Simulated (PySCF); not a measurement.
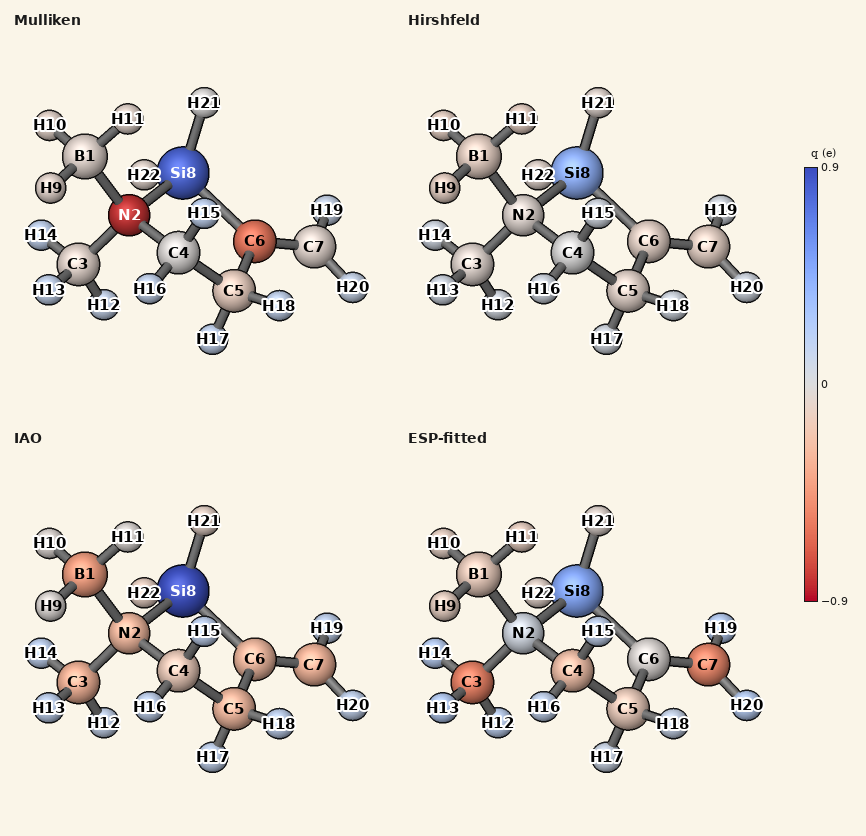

Atomic charges of one calculation by 4 schemes, on one colour scale. The computed structure is the end point of a GFN2-xTB optimisation. No frequency run is at hand to confirm it as a minimum. Computed with PBE0/pcSseg-1 (PySCF 2.14.0).

Question: On which atom do the schemes disagree most?

Answer: On N2 (from −0.82 to 0.05 e).

List the charges (e), one line for each set of equivalent atoms.

| atom | Mulliken | Hirshfeld | IAO | ESP-fitted |
| --- | --- | --- | --- | --- |
| B1 | −0.06 | −0.10 | −0.41 | −0.14 |
| N2 | −0.82 | −0.04 | −0.27 | 0.05 |
| C3 | −0.07 | −0.05 | −0.30 | −0.53 |
| C4 | −0.02 | −0.01 | −0.15 | −0.23 |
| C5 | −0.12 | −0.07 | −0.27 | −0.14 |
| C6 | −0.59 | −0.09 | −0.26 | −0.02 |
| C7 | −0.06 | −0.09 | −0.29 | −0.51 |
| Si8 | 0.79 | 0.42 | 0.88 | 0.48 |
| H9 | −0.06 | −0.10 | −0.02 | −0.11 |
| H10 | −0.07 | −0.10 | −0.03 | −0.10 |
| H11 | −0.07 | −0.10 | −0.03 | −0.12 |
| H12 | 0.12 | 0.04 | 0.13 | 0.17 |
| H13 | 0.14 | 0.06 | 0.16 | 0.21 |
| H14 | 0.15 | 0.06 | 0.17 | 0.20 |
| H15 | 0.16 | 0.05 | 0.16 | 0.15 |
| H16 | 0.14 | 0.06 | 0.15 | 0.15 |
| H17 | 0.14 | 0.04 | 0.15 | 0.09 |
| H18 | 0.14 | 0.05 | 0.16 | 0.12 |
| H19 | 0.11 | 0.05 | 0.15 | 0.21 |
| H20 | 0.11 | 0.05 | 0.15 | 0.21 |
| H21 | −0.01 | −0.05 | −0.09 | −0.05 |
| H22 | −0.06 | −0.06 | −0.11 | −0.07 |

The geometry is semi-empirical. Around B, Si such bond lengths and angles can be off by a tenth of an ångström or more and by several degrees, and values that hang on the shape move with them.
